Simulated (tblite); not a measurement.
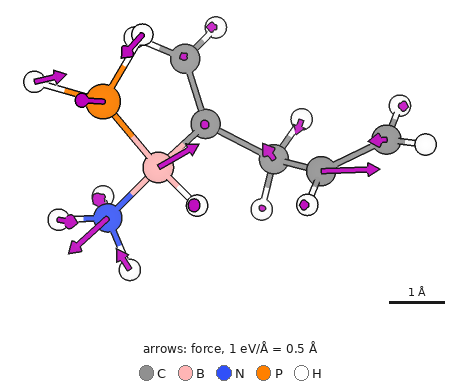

Starting geometry of C5H13BNP with the computed forces as purple arrows. Style: ball-and-stick. Shown face on.

These are results of GFN2-xTB geometry optimisation, gas phase in tblite, not measurements. 

What follows when this structure is relaxed?

It isn't relaxed: the largest force vector, on the P atom, is 2.50 eV/Å. The final displacements have little in common with the starting forces (cosine between the two patterns 0.15). The largest moves after the best rigid fit, 2.06 Å, are those of H atoms. By element the largest moves are H 2.06 Å, C 0.86 Å, P 0.82 Å, N 0.74 Å, B 0.38 Å. Near-neighbour distances that change, for instance: B–N 1.535 → 1.642 Å, H–P 1.453 → 1.379 Å, B–P 1.937 → 1.993 Å, H–N 1.047 → 1.017 Å. Bond angles that change, for instance: H–P–H 107.5° → 91.9°, B–P–H 112.1° → 97.3°, B–P–H 112.0° → 97.6°. Groups turn about B–C by about 55°, B–N by about 30°. Over 270 geometry steps the energy falls by 30.4 kcal/mol.
